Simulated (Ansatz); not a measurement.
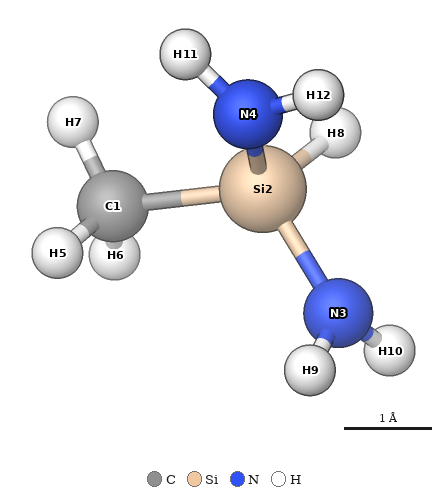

Fig. 1: The structure (ball-and-stick view, seen at a tilt; atoms are numbered from 1 in the order of the input). Bond lengths as drawn: C–H 1.09 Å, C–Si 1.87 Å, H–N 1.01 Å, H–Si 1.50 Å and N–Si 1.71 to 1.72 Å.

**CH$_{8}$N$_{2}$Si: one change and its effect**

System: CH$_{8}$N$_{2}$Si, SMILES C[SiH](N)N.
Method of the first run: RKS wB97M-V/def2-SVP (Ansatz 0.2.0).

The geometry comes from this level: PBE0-D4/def2-TZVP. Text and figures count atoms from 1; the logs count them from 0 in places.

### The input, the first run
```yaml
crystal:
  periodic: [false, false, false]
  atoms:
    - {symbol: C, position_ang: [-0.816424, 1.260394, -0.464592]}
    - {symbol: Si, position_ang: [-0.142330, -0.286049, 0.337493]}
    - {symbol: N, position_ang: [1.339390, -0.148586, 1.187760]}
    - {symbol: N, position_ang: [0.123782, -1.399020, -0.942071]}
    - {symbol: H, position_ang: [-0.114417, 1.661929, -1.200250]}
    - {symbol: H, position_ang: [-0.998455, 2.031891, 0.287778]}
    - {symbol: H, position_ang: [-1.765553, 1.064870, -0.972760]}
    - {symbol: H, position_ang: [-1.106736, -0.713448, 1.397793]}
    - {symbol: H, position_ang: [2.189565, 0.134081, 0.728920]}
    - {symbol: H, position_ang: [1.351637, 0.061050, 2.171232]}
    - {symbol: H, position_ang: [-0.478307, -1.407198, -1.748490]}
    - {symbol: H, position_ang: [0.494848, -2.315015, -0.748913]}
basis:
  gaussian: {orbitals: def2-SVP}
hamiltonian: {xc: {name: wB97M-V}}
output: {orbitals: {seedname: orbitals}}
```

Hardware: 4 CPU threads, shared host.

### Output (the first run)
```
Functional definition: wB97M-V
  parameter omega = 0.3/bohr
  parameter cx = 0.15
  parameter cx01 = 1.007
  parameter cx10 = 0.259
  parameter css00 = 0.443
  parameter css04 = -1.437
  parameter css10 = -4.535
  parameter css20 = -3.390
  parameter css43 = 4.278
  parameter cos00 = 1.000
  parameter cos10 = 1.358
  parameter cos20 = 2.924
  parameter cos21 = -8.812
  parameter cos60 = -1.390
  parameter cos61 = 9.142
  parameter b = 6.0
  parameter c = 0.01
  gx(w, u) = 1 - cx + cx01*u + cx10*w
  gss(w, u) = css00 + css04*u^4 + css10*w + css20*w^2 + css43*w^4*u^3
  gos(w, u) = cos00 + cos10*w + (cos20 + cos21*u)*w^2 + (cos60 + cos61*u)*w^6
  exchange = spin_sum(e_x_unif_sr(omega)*gx(b97_w, b97_u_x)) + cx*exact_x_sr(omega) + exact_x_lr(omega)
  correlation = spin_sum(e_c_pw_mod_same_spin*gss(b97_w, b97_u_same))
      + integral(e_c_pw_mod_opposite_spin*gos(b97_w_opposite, b97_u_opposite)) + vv10(b, c)
1162 factors; their error is unknown
322 factors; integrals over basis functions are off by at most 7.7e-6 eV
mean field evaluation 1: about -12010.8672 eV, gradient 6.1e1 eV
mean field evaluation 2: about -12012.9097 eV, gradient 5.3e1 eV
mean field evaluation 4: about -12018.5429 eV, gradient 1.5e0 eV
mean field evaluation 8: about -12018.5524 eV, gradient 3.4e-2 eV
mean field evaluation 16: about -12018.5498 eV, gradient 2.0e-5 eV
mean field -12018.54980782 eV, -441.6735589717 hartree, gradient 2.0e-5 eV, S^2 0.000000; 0 other end points of the search recorded, 0 dependent functions left out
reference -12018.54985054 eV, -441.6735605416 hartree; 21, 21 occupied and 79, 79 virtual orbitals, 1162 factors
Total energy: -12018.54985054 eV, -441.6735605416 hartree
```

The input of the second run differs as follows (lines with − go, lines with + come):
```diff
-  gaussian: {orbitals: def2-SVP}
+  gaussian: {orbitals: "def2-QZVPP.json"}
```

What does this change do to the results?

The total energy of the second run is 201.1 kcal/mol lower, which measures the change of basis and not a stability. The HOMO goes from −9.10 to −9.42 eV. The LUMO goes from 3.42 to 1.68 eV. The basis functions go from 100 to 481.

### Output (the second run)
```
Functional definition: wB97M-V
  parameter omega = 0.3/bohr
  parameter cx = 0.15
  parameter cx01 = 1.007
  parameter cx10 = 0.259
  parameter css00 = 0.443
  parameter css04 = -1.437
  parameter css10 = -4.535
  parameter css20 = -3.390
  parameter css43 = 4.278
  parameter cos00 = 1.000
  parameter cos10 = 1.358
  parameter cos20 = 2.924
  parameter cos21 = -8.812
  parameter cos60 = -1.390
  parameter cos61 = 9.142
  parameter b = 6.0
  parameter c = 0.01
  gx(w, u) = 1 - cx + cx01*u + cx10*w
  gss(w, u) = css00 + css04*u^4 + css10*w + css20*w^2 + css43*w^4*u^3
  gos(w, u) = cos00 + cos10*w + (cos20 + cos21*u)*w^2 + (cos60 + cos61*u)*w^6
  exchange = spin_sum(e_x_unif_sr(omega)*gx(b97_w, b97_u_x)) + cx*exact_x_sr(omega) + exact_x_lr(omega)
  correlation = spin_sum(e_c_pw_mod_same_spin*gss(b97_w, b97_u_same))
      + integral(e_c_pw_mod_opposite_spin*gos(b97_w_opposite, b97_u_opposite)) + vv10(b, c)
1390 factors; their error is unknown
391 factors; integrals over basis functions are off by at most 8.2e-6 eV
mean field evaluation 1: about -12016.5577 eV, gradient 7.6e1 eV
mean field evaluation 2: about -12018.1956 eV, gradient 6.9e1 eV
mean field evaluation 4: about -12027.2524 eV, gradient 2.3e0 eV
mean field evaluation 8: about -12027.2686 eV, gradient 7.6e-2 eV
mean field evaluation 16: about -12027.2693 eV, gradient 3.7e-5 eV
mean field -12027.26934228 eV, -441.9939959528 hartree, gradient 3.7e-5 eV, S^2 0.000000; 0 other end points of the search recorded, 0 dependent functions left out
reference -12027.26940575 eV, -441.9939982853 hartree; 21, 21 occupied and 460, 460 virtual orbitals, 1390 factors
Total energy: -12027.26940575 eV, -441.9939982853 hartree
```

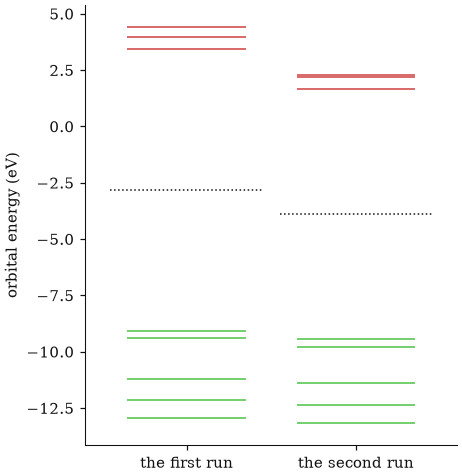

Fig. 2: The five highest filled and three lowest empty orbital energies of the two runs; the dotted lines part filled from empty levels. The HOMO–LUMO gap is 12.51 eV in the first run and 11.10 eV in the second run.

### The two runs side by side

| quantity | the first run | the second run |
| --- | --- | --- |
| outcome | converged | converged |
| total energy (hartree) | −441.673561 | −441.993998 |
| HOMO (eV) | −9.10 | −9.42 |
| LUMO (eV) | 3.42 | 1.68 |
| basis functions | 100 | 481 |
| wall time (shared host) | 1.4 s | 6 s |
